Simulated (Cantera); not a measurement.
Charge: 1 mol C3H6, 6.7 mol H2, equilibrated at 24.0 bar.

Equilibrium computed with Cantera from the NASA thermochemical tables; the gas is ideal and each condensed phase is pure. Candidate condensed phases: C, C6H6, C7H8, C8H18; 76 gas species. Rates play no part.

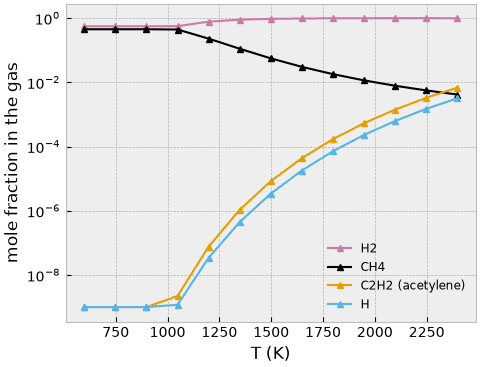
Equilibrium gas composition (values under 1e-9 drawn at 1e-9)

### Question
Read off the mole fractions at 2398 K.

### Answer
H2 about 0.99, C2H2 (acetylene) about 0.0068, CH4 about 0.0042, H about 0.0032.
